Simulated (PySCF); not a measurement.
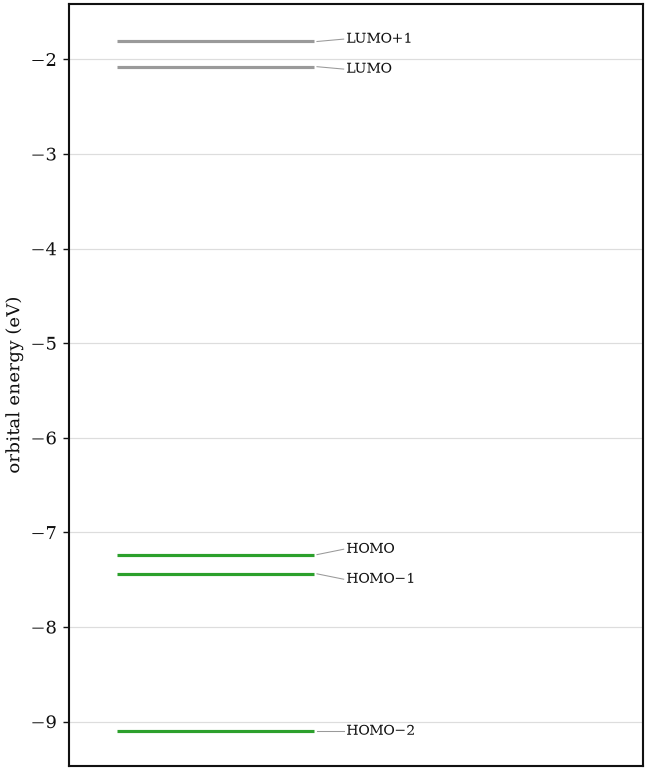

Kohn-Sham orbital energies near the frontier, PBE0/def2-SVPD in PySCF 2.14.0, at a GFN2-xTB geometry (no frequency check), isolated molecule; empty levels in grey, levels within 0.03 eV side by side.

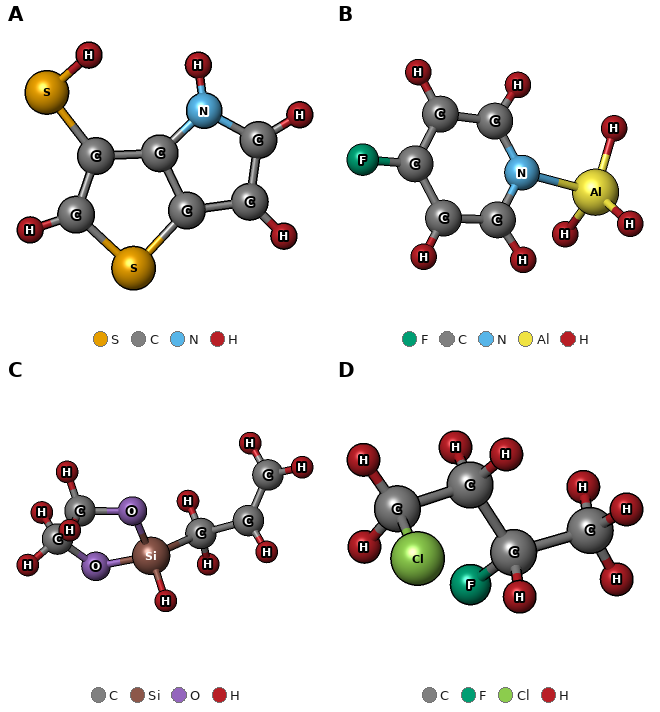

Which molecule has this level scheme? Choose among the lettered structures.

Structure B, C₅H₇AlFN, SMILES Fc1cc[n+]([AlH3-])cc1, singlet. HOMO −7.24 eV, LUMO −2.08 eV, separation 5.16 eV.

Caveats: the tight-binding geometry is rougher than a DFT one and adds to the error; empty levels above zero depend strongly on the basis.
